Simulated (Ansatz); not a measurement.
**AlH2(SMe) (CH₅AlS): single points with varied inputs**

How do the results and run time of AlH2(SMe) (CH₅AlS) respond when the settings are drawn wide?

Method: the settings change from run to run; program: Ansatz 0.2.0, Gaussian basis.

## 1. The relaxed structure

An earlier r2SCAN-D4 in a triple-zeta def2 set relaxation fixed the geometry.

8 atoms, charge 0, spin multiplicity 1.

Atoms are counted from 1 here; the program's logs count them from 0.

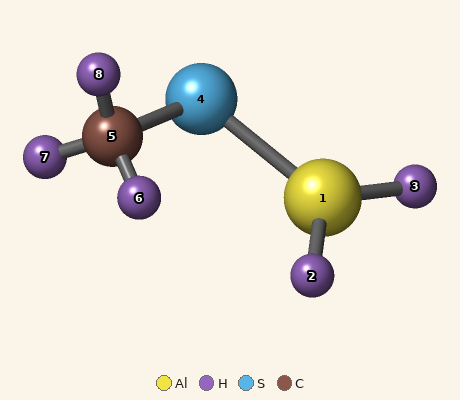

The geometry (aluminium yellow, hydrogen purple, sulfur blue, carbon brown); atoms are numbered from 1 in the order of the file.

## 2. PBEsol/def2-SVPD

Set apart from the defaults: atoms shaken by 0.15 Å, density fitting with def2-universal-jkfit.

in.yaml reads:

```yaml
crystal:
  periodic: [false, false, false]
  atoms:
    - {symbol: Al, position_ang: [0.558938, 1.213411, -1.007414]}
    - {symbol: H, position_ang: [1.965717, 1.254077, -0.417687]}
    - {symbol: H, position_ang: [0.447357, 2.409066, -2.321928]}
    - {symbol: S, position_ang: [-1.155542, 0.277990, -0.700294]}
    - {symbol: C, position_ang: [-0.456629, -1.089162, 0.645026]}
    - {symbol: H, position_ang: [0.567020, -0.872413, 0.716597]}
    - {symbol: H, position_ang: [-0.436846, -2.297441, 0.458919]}
    - {symbol: H, position_ang: [-0.756210, -0.791714, 1.381931]}
basis:
  gaussian: {orbitals: def2-SVPD, fitting: {mean_field: def2-universal-jkfit}}
hamiltonian: {xc: {name: PBEsol}}
scf: {omitted_lower_state_checks: [starts]}
output: {forces: true}
```

On the command line:

```bash
$ ansatz run in.yaml --threads 4 --pin off --events-out ev --progress --plain --max-ram 3916MiB
```

What it wrote (excerpt; [...] marks lines left out):

```text
Functional definition: PBEsol
  name "PBEsol"
  cite "Perdew et al., Phys. Rev. Lett. 100, 136406 (2008) doi:10.1103/PhysRevLett.100.136406"
  cite "Perdew, Burke & Ernzerhof, Phys. Rev. Lett. 77, 3865 (1996) doi:10.1103/PhysRevLett.77.3865"
  parent pbesol
[...]
421 factors; integrals over basis functions are off by at most 4.4e-1 eV
[...]
mean field -18496.09518843 eV, -679.7189610713 hartree, gradient 7.7e-5 eV, S^2 0.000000; 0 other end points of the search recorded, 0 dependent functions left out
[...]
reference -18496.09524521 eV, -679.7189631577 hartree; 20, 20 occupied and 91, 91 virtual orbitals, 421 factors
Total energy: -18496.09524521 eV, -679.7189631577 hartree
Atom 0 at     0.558938     1.213411    -1.007414 Å, force     2.759449     3.635370    -2.760834 eV/Å
Atom 1 at     1.965717     1.254077    -0.417687 Å, force     0.878766    -0.414287     0.744001 eV/Å
Atom 2 at     0.447357     2.409066    -2.321928 Å, force    -0.096456    -0.990604     1.088138 eV/Å
Atom 3 at    -1.155542     0.277990    -0.700294 Å, force    -2.920291    -4.049696     1.963940 eV/Å
Atom 4 at    -0.456629    -1.089162     0.645026 Å, force     5.256777    -7.309506   -16.759420 eV/Å
Atom 5 at     0.567020    -0.872413     0.716597 Å, force     2.411721     0.500053    -0.228423 eV/Å
Atom 6 at    -0.436846    -2.297441     0.458919 Å, force    -0.883463     2.880853     0.011941 eV/Å
Atom 7 at    -0.756210    -0.791714     1.381931 Å, force    -7.406502     5.747816    15.940657 eV/Å
Dipole moment:     0.113392    -0.431378     0.418781 e Å
Checks for a lower state left out: starts
```

Wall time 0.75 s (4 threads of Arm Neoverse V2, shared host).

Largest force 19.025 eV/Å, dipole 2.94 D.

## 3. wPBEh/STO-3G

Set apart from the defaults: multiplicity 3, density fitting with cc-pVTZ-jkfit, finite nuclei, the search for lower states set to off.

in.yaml reads:

```yaml
crystal:
  periodic: [false, false, false]
  atoms:
    - {symbol: Al, position_ang: [0.537466, 1.295131, -1.041083]}
    - {symbol: H, position_ang: [1.904969, 1.034482, -0.285486]}
    - {symbol: H, position_ang: [0.318433, 2.381304, -2.166134]}
    - {symbol: S, position_ang: [-1.167509, 0.066680, -0.502239]}
    - {symbol: C, position_ang: [-0.490277, -1.027249, 0.803609]}
    - {symbol: H, position_ang: [0.566920, -0.833449, 0.979478]}
    - {symbol: H, position_ang: [-0.621827, -2.061349, 0.489017]}
    - {symbol: H, position_ang: [-1.048176, -0.855550, 1.722839]}
basis:
  gaussian: {orbitals: STO-3G, fitting: {mean_field: cc-pVTZ-jkfit}, nuclear_model: gaussian}
magnetization: {spin_polarized: true, initial_magnetization: 2}
hamiltonian: {xc: {name: wPBEh}}
scf: {lower_state_search: off}
```

The command is unchanged.

What it wrote (excerpt; [...] marks lines left out):

```text
Functional definition: wPBEh
  name "wPBEh"
  cite "Heyd, Scuseria & Ernzerhof, J. Chem. Phys. 118, 8207 (2003) doi:10.1063/1.1564060"
  cite "Krukau, Vydrov, Izmaylov & Scuseria, J. Chem. Phys. 125, 224106 (2006) doi:10.1063/1.2404663"
  cite "Heyd & Scuseria, J. Chem. Phys. 120, 7274 (2004) doi:10.1063/1.1668634"
  cite "Ernzerhof & Perdew, J. Chem. Phys. 109, 3313 (1998) doi:10.1063/1.476928"
  cite "Perdew, Burke & Ernzerhof, Phys. Rev. Lett. 77, 3865 (1996) doi:10.1103/PhysRevLett.77.3865"
  parent pbe
[...]
471 factors; integrals over basis functions are off by at most 8.8e-4 eV
471 factors; integrals over basis functions are off by at most 1.8e-7 eV
[...]
mean field -18325.35980436 eV, -673.4445514352 hartree, gradient 2.2e-6 eV, S^2 2.006422; 0 other end points of the search recorded, 0 dependent functions left out
reference -18325.35982554 eV, -673.4445522136 hartree; 21, 19 occupied and 7, 9 virtual orbitals, 471 factors
Total energy: -18325.35982554 eV, -673.4445522136 hartree
Checks for a lower state left out: stability, starts, cluster_reference, orbital_swaps, neighbouring_geometries, increment
```

It took 0.5 s on 4 threads of Arm Neoverse V2, shared host.

⟨S²⟩ 2.006.

## 4. r2SCAN0/STO-3G

This run has multiplicity 3, the search for lower states set to off.

in.yaml, as its differences from that of step 3:

```diff
@@ -12,5 +12,6 @@
 basis:
-  gaussian: {orbitals: STO-3G, fitting: {mean_field: cc-pVTZ-jkfit}, nuclear_model: gaussian}
+  gaussian: {orbitals: STO-3G}
 magnetization: {spin_polarized: true, initial_magnetization: 2}
-hamiltonian: {xc: {name: wPBEh}}
+hamiltonian: {xc: {name: r2SCAN0}}
 scf: {lower_state_search: off}
+output: {forces: true}
```

Launched as before.

What it wrote (excerpt; [...] marks lines left out):

```text
Functional definition: r2SCAN0
  name "r2SCAN0"
  cite "Bursch, Neugebauer, Ehlert & Grimme, J. Chem. Phys. 156, 134105 (2022) doi:10.1063/5.0086040"
  cite "Furness, Kaplan, Ning, Perdew & Sun, J. Phys. Chem. Lett. 11, 8208 (2020) doi:10.1021/acs.jpclett.0c02405"
  cite "Furness, Kaplan, Ning, Perdew & Sun, J. Phys. Chem. Lett. 11, 9248 (2020) doi:10.1021/acs.jpclett.0c03077"
  parent r2scan
[...]
327 factors; integrals over basis functions are off by at most 2.7e-5 eV
[...]
mean field -18330.77931327 eV, -673.6437147142 hartree, gradient 2.4e-6 eV, S^2 2.012939; 0 other end points of the search recorded, 0 dependent functions left out
[...]
reference -18330.77931850 eV, -673.6437149065 hartree; 21, 19 occupied and 7, 9 virtual orbitals, 327 factors
Total energy: -18330.77931850 eV, -673.6437149065 hartree
Atom 0 at     0.537466     1.295131    -1.041083 Å, force     3.680030     2.866608    -1.076478 eV/Å
Atom 1 at     1.904969     1.034482    -0.285486 Å, force    -1.887531    -0.055373    -0.487686 eV/Å
Atom 2 at     0.318433     2.381304    -2.166134 Å, force    -0.162680    -1.605372     1.035420 eV/Å
Atom 3 at    -1.167509     0.066680    -0.502239 Å, force    -2.000256    -0.563778     0.352645 eV/Å
Atom 4 at    -0.490277    -1.027249     0.803609 Å, force     0.446878    -0.447814    -0.008968 eV/Å
Atom 5 at     0.566920    -0.833449     0.979478 Å, force     0.205774     0.065232    -0.005240 eV/Å
Atom 6 at    -0.621827    -2.061349     0.489017 Å, force    -0.078002    -0.265236     0.053917 eV/Å
Atom 7 at    -1.048176    -0.855550     1.722839 Å, force    -0.204211     0.005733     0.136391 eV/Å
Dipole moment:    -0.675439    -0.752130     0.447457 e Å
Checks for a lower state left out: stability, starts, cluster_reference, orbital_swaps, neighbouring_geometries, increment
```

It took 1.1 s on 4 threads of Arm Neoverse V2, shared host.

Largest force 4.787 eV/Å, dipole 5.31 D, ⟨S²⟩ 2.013.

## 5. rPW86-PBE/def2-SVP

Set apart from the defaults: charge +1, multiplicity 2, coordinates scaled by 1.25, a point charge of 0.50 e beside it, rVV10 dispersion.

in.yaml reads:

```yaml
crystal:
  periodic: [false, false, false]
  atoms:
    - {symbol: Al, position_ang: [0.671832, 1.618913, -1.301354]}
    - {symbol: H, position_ang: [2.381211, 1.293103, -0.356858]}
    - {symbol: H, position_ang: [0.398041, 2.976630, -2.707668]}
    - {symbol: S, position_ang: [-1.459386, 0.083350, -0.627799]}
    - {symbol: C, position_ang: [-0.612846, -1.284062, 1.004511]}
    - {symbol: H, position_ang: [0.708650, -1.041811, 1.224347]}
    - {symbol: H, position_ang: [-0.777283, -2.576686, 0.611271]}
    - {symbol: H, position_ang: [-1.310220, -1.069438, 2.153549]}
basis:
  gaussian: {orbitals: def2-SVP, point_charges: [{charge: 0.50, position_ang: [6.189, 0.628, 0.038]}]}
total_charge: 1
magnetization: {spin_polarized: true, initial_magnetization: 1}
hamiltonian: {xc: {name: rPW86-PBE}, dispersion: rvv10}
scf: {omitted_lower_state_checks: [starts]}
```

Same command.

What it wrote (excerpt; [...] marks lines left out):

```text
Functional definition: rPW86-PBE+rVV10
  name "rPW86-PBE+rVV10"
  cite "Murray, Lee & Langreth, J. Chem. Theory Comput. 5, 2754 (2009) doi:10.1021/ct900365q"
  cite "Perdew, Burke & Ernzerhof, Phys. Rev. Lett. 77, 3865 (1996) doi:10.1103/PhysRevLett.77.3865"
  cite "Vydrov & Van Voorhis, J. Chem. Phys. 133, 244103 (2010) doi:10.1063/1.3521275"
  cite "Sabatini, Gorni & de Gironcoli, Phys. Rev. B 87, 041108(R) (2013) doi:10.1103/PhysRevB.87.041108"
  parent "pbe"
[...]
846 factors; their error is unknown
[...]
mean field -18545.97613479 eV, -681.5520520394 hartree, gradient 1.2e-5 eV, S^2 0.756333; 0 other end points of the search recorded, 0 dependent functions left out
reference -18545.97624921 eV, -681.5520562444 hartree; 20, 19 occupied and 55, 56 virtual orbitals, 846 factors
Total energy: -18545.97624921 eV, -681.5520562444 hartree
Checks for a lower state left out: starts
```

Run time: 2.6 s. Hardware: 4 threads of Arm Neoverse V2, shared host.

⟨S²⟩ 0.756.

## 6. The runs in one table

| level | charge | multiplicity | geometry | functions | energy (eV) | time |
| --- | --- | --- | --- | --- | --- | --- |
| PBEsol/def2-SVPD | 0 | 1 | shaken | 111 | -18496.095 | 0.75 s |
| wPBEh/STO-3G | 0 | 3 | relaxed | 28 | -18325.360 | 0.5 s |
| r2SCAN0/STO-3G | 0 | 3 | relaxed | 28 | -18330.779 | 1.1 s |
| rPW86-PBE/def2-SVP | 1 | 2 | scaled, point charge | 75 | -18545.976 | 2.6 s |

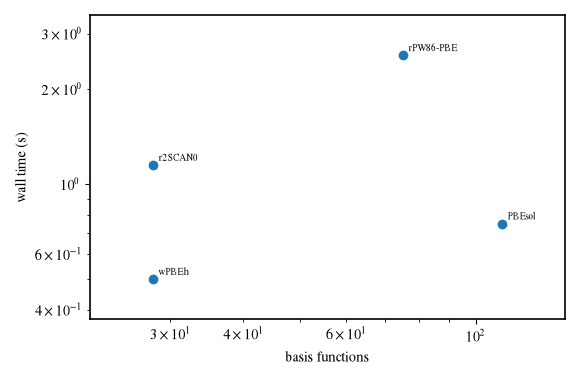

Wall time against the number of basis functions (shared host).

## 7. Results

| quantity | value |
| --- | --- |
| runs | 4 |
| quickest | wPBEh/STO-3G, 0.5 s |
| slowest | rPW86-PBE/def2-SVP, 2.6 s |

What this shows: The runs differ in state or geometry as well as level, so their energies can't be set against each other. rPW86-PBE/def2-SVP took 5 times as long as wPBEh/STO-3G. The jobs differ in tasks and options as well as level.
